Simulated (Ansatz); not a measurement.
## Pressure series in Sn

The reference is Sn (space group I4_1/amd, No. 141).

```xyz
2
Lattice="-2.9735 2.9735 1.6062 2.9735 -2.9735 1.6062 2.9735 2.9735 -1.6062" Properties=species:S:1:pos:R:3 pbc="T T T"
Sn     0.0000     2.9735     0.8031
Sn     0.0000     0.0000     0.0000
```

Cell and atoms are relaxed at each pressure.

Levels (all Ansatz, an electronic-structure program, PAW): PBE (420 eV, no spin-orbit coupling); PBEsol (420 eV, without spin-orbit coupling).

The base cell above is that of PBE; each level relaxes its own structures.

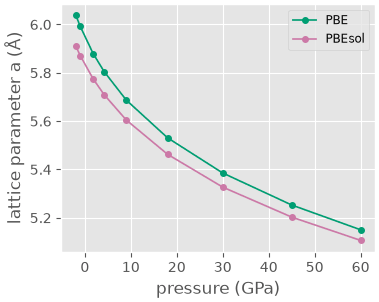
Figure: Lattice parameter a under two levels

Problem. How do the two levels compare along the series?

Solution. PBE lies above PBEsol in every row, by 0.044 Å to 0.128 Å. They put the cases in the same order.

Load acts through the strain it causes; cell and atoms are relaxed under it. Stability against distortions was not tested. Competing high-pressure phases were not computed.
